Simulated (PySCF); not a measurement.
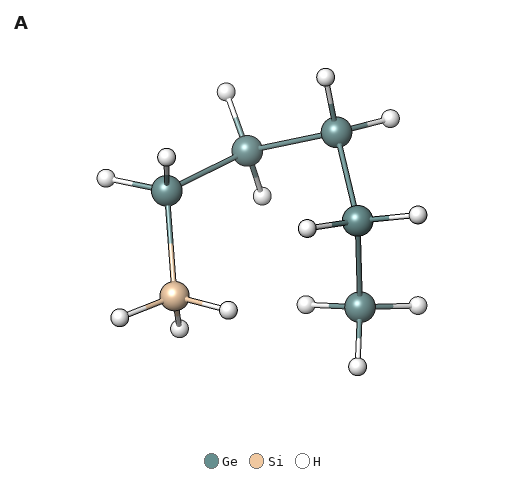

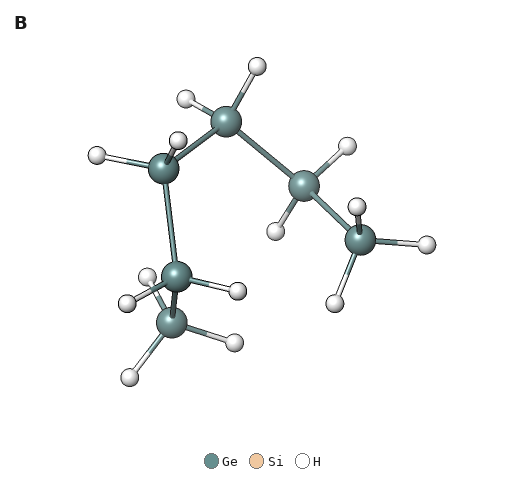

Two related species, optimised with PBE0-D3(BJ)/def2-SVP; properties computed with PySCF 2.14.0. Both: charge 0, singlet.

Question: Identify both.

Answer: A is n-GeGeGeGeGeSiH14, B is n-GeGeGeGeGeGeH14.

Compare them. With ωB97X-D/def2-SVPD: dipole moment (D), HOMO–LUMO gap (eV), HOMO energy (Kohn–Sham orbital) (eV), lowest vertical singlet excitation (eV), mean static polarisability (bohr³).

```
                               quantity      A      B
                      dipole moment (D)   0.12   0.09
                     HOMO–LUMO gap (eV)  10.38  10.41
   HOMO energy (Kohn–Sham orbital) (eV)  −9.29  −9.37
lowest vertical singlet excitation (eV)   6.48   6.42
     mean static polarisability (bohr³)  199.2  202.4
```

Each is one conformer, and no frequency run is at hand to confirm it as a minimum.
